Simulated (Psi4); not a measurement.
# C2HF (fluoroacetylene) at MP3/cc-pVTZ

Aim: the energy change on altering one bond length of C2HF (fluoroacetylene) at MP3/cc-pVTZ, from 2 runs. 

Program for the calculation: Psi4 1.11.

1 further run of the same task is left out (set aside as unsound or not needed).

### 1 Starting point

C2HF: 4 atoms, total charge 0, spin state singlet. SMILES: `C#CF`. Geometry: relaxed at PBE0-D4/def2-TZVP.

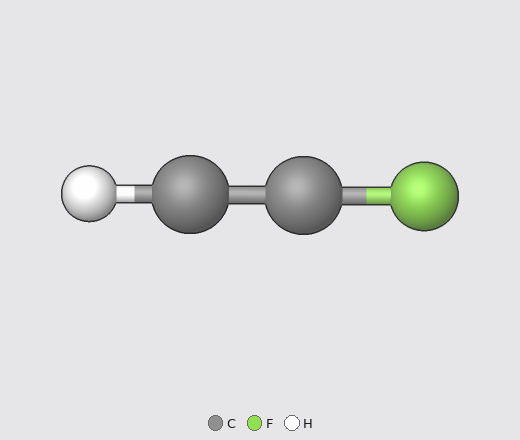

Viewed from a chosen angle; carbon grey, fluorine green, hydrogen white.

### 2 A single-point energy at MP3/cc-pVTZ

The input, input.dat:

```
memory 2.2 GB

molecule {
  0 1
  C     -0.361030     0.453110    -0.290220
  C      0.303270    -0.380840     0.243810
  F      1.010600    -1.269010     0.812300
  H     -0.952830     1.196740    -0.765890
  symmetry c1
  no_reorient
  no_com
}

set {
  basis           cc-pVTZ
  puream          true
  e_convergence   1e-09
  d_convergence   1e-08
  scf_type        pk
  num_frozen_docc 3
  mp_type         conv
}

result = energy("mp3")
```

Launch:

```console
$ psi4 -n 1 input.dat output.dat
```

output.dat:

```text
[...]
  Running in c1 symmetry.
[...]
  Nuclear repulsion =   55.832094169203373
[...]
  Multiplicity = 1
[...]
  Nalpha       = 11
  Nbeta        = 11
[...]
    Number of basis functions: 104
[...]
   @RHF iter   1:  -175.65004911778712   -6.95558e-01   3.66565e-03 ADIIS/DIIS
[...]
   @RHF iter  11:  -175.71344470440118   -9.66338e-13   1.67737e-09 DIIS
[...]
    Orbital Energies [Eh]
    ---------------------
    Doubly Occupied:
       1A    -26.384637     2A    -11.337786     3A    -11.244929
       4A     -1.709813     5A     -1.051477     6A     -0.863209
       7A     -0.761788     8A     -0.761788     9A     -0.721194
      10A     -0.416696    11A     -0.416696
[...]
  @RHF Final Energy:  -175.71344470440118
   => Energetics <=
    Nuclear Repulsion Energy =             55.8320941692033728
    One-Electron Energy =                -351.7510532195150290
    Two-Electron Energy =                 120.2055143459104585
    Total Energy =                       -175.7134447044011836
[...]
 Multipole Moments:
 ------------------------------------------------------------------------------------
     Multipole            Electronic (a.u.)      Nuclear  (a.u.)        Total (a.u.)
 ------------------------------------------------------------------------------------
 L = 1.  Multiply by 2.5417464519 to convert [e a0] to [Debye]
 Dipole X            :        -14.9114872           14.7323238           -0.1791634
 Dipole Y            :         18.7270259          -18.5017983            0.2252277
 Dipole Z            :        -11.9856758           11.8416853           -0.1439905
 Magnitude           :                                                    0.3218079
[...]
	SCS-MP2 Total Energy (a.u.)        :  -176.25192993737690
	SOS-MP2 Total Energy (a.u.)        :  -176.24630716900597
[...]
	SOS-PI-MP2 Total Energy (a.u.)     :  -176.28729658936021
[...]
	MP2 Total Energy (a.u.)            :  -176.26317547411875
[...]
	SCS-MP3 Total Energy (a.u.)        :  -176.25271118799989
[...]
	MP3 Total Energy (a.u.)            :  -176.26630047661070
[...]
```

Wall time 31 s (1 thread of Intel Xeon at 2.50GHz (Skylake/Cascade Lake), shared host); peak memory 1.3 GiB.

### 3 The distorted shape

The input, calc.dat:

```
memory 2200 mb

molecule m {
  0 1
  C      0.349136    -0.439254     0.280589
  C      1.013436    -1.273204     0.814619
  F      1.720766    -2.161374     1.383109
  H     -0.952830     1.196740    -0.765890
  units angstrom
  symmetry c1
}

set globals {
  basis cc-pVTZ
  puream true
  e_convergence 1e-09
  d_convergence 1e-08
  scf_type pk
  num_frozen_docc 3
  mp_type conv
}

e_tot, wfn = energy("mp3", return_wfn=True)
print_variables()
```

Launch:

```console
$ psi4 calc.dat calc.out -n 1
```

calc.out:

```text
[...]
  Running in c1 symmetry.
[...]
  Nuclear repulsion =   53.335007375164722
[...]
  Multiplicity = 1
[...]
  Nalpha       = 11
  Nbeta        = 11
[...]
    Number of basis functions: 104
[...]
   @RHF iter   1:  -175.33392454865427   -6.87882e-01   4.17096e-03 ADIIS/DIIS
[...]
   @RHF iter  11:  -175.46064347582788   -1.90710e-11   8.20921e-09 DIIS
[...]
    Orbital Energies [Eh]
    ---------------------
    Doubly Occupied:
       1A    -26.373042     2A    -11.324618     3A    -11.281518
       4A     -1.698494     5A     -1.034548     6A     -0.846409
       7A     -0.751076     8A     -0.751076     9A     -0.453989
      10A     -0.405842    11A     -0.405842
[...]
  @RHF Final Energy:  -175.46064347582788
   => Energetics <=
    Nuclear Repulsion Energy =             53.3350073751647216
    One-Electron Energy =                -346.9383907278840979
    Two-Electron Energy =                 118.1427398768915111
    Total Energy =                       -175.4606434758278795
[...]
 Multipole Moments:
 ------------------------------------------------------------------------------------
     Multipole            Electronic (a.u.)      Nuclear  (a.u.)        Total (a.u.)
 ------------------------------------------------------------------------------------
 L = 1.  Multiply by 2.5417464519 to convert [e a0] to [Debye]
 Dipole X            :          1.9484682           -2.5101111           -0.5616430
 Dipole Y            :         -2.4468414            3.1527707            0.7059294
 Dipole Z            :          1.5661880           -2.0175921           -0.4514041
 Magnitude           :                                                    1.0087342
[...]
	SCS-MP2 Total Energy (a.u.)        :  -176.03593205067739
	SOS-MP2 Total Energy (a.u.)        :  -176.03201972291384
[...]
	SOS-PI-MP2 Total Energy (a.u.)     :  -176.07597174192045
[...]
	MP2 Total Energy (a.u.)            :  -176.04375670620445
[...]
	SCS-MP3 Total Energy (a.u.)        :  -176.03689878077637
[...]
	MP3 Total Energy (a.u.)            :  -176.04762362660037
[...]
```

Run time: 29 s. Hardware: 1 thread of Intel Xeon at 2.50GHz (Skylake/Cascade Lake), shared host; peak memory 1.3 GiB.

### 4 What came out

Level: MP3/cc-pVTZ, 3 core orbitals frozen.

| quantity | value |
| --- | --- |
| first shape: total energy | -176.26630 Eh |
| first shape: HOMO energy (Hartree–Fock orbitals) | -11.34 eV |
| first shape: LUMO energy (Hartree–Fock orbitals) | 4.20 eV |
| first shape: HOMO–LUMO gap (Hartree–Fock orbitals) | 15.53 eV |
| first shape: correlation energy (3 core orbitals frozen) | -552.9 mEh |
| distorted shape: total energy | -176.04762 Eh |
| distorted shape: HOMO energy (Hartree–Fock orbitals) | -11.04 eV |
| distorted shape: LUMO energy (Hartree–Fock orbitals) | -2.16 eV |
| distorted shape: HOMO–LUMO gap (Hartree–Fock orbitals) | 8.89 eV |
| distorted shape: correlation energy (3 core orbitals frozen) | -587.0 mEh |
| energy change with the C1–H4 bond stretched from 1.063 to 2.338 Å | 5.951 eV |

One bond (distorted shape) is far stretched, which a spin-restricted single reference describes badly; perturbation theory on it can break down and give far too much correlation. With the C1–H4 bond stretched from 1.063 to 2.338 Å the energy rises by 5.95 eV (137 kcal/mol). The first shape isn't relaxed at this level, so the change isn't measured from a minimum. A restricted reference can't describe the breaking bond well at this length.
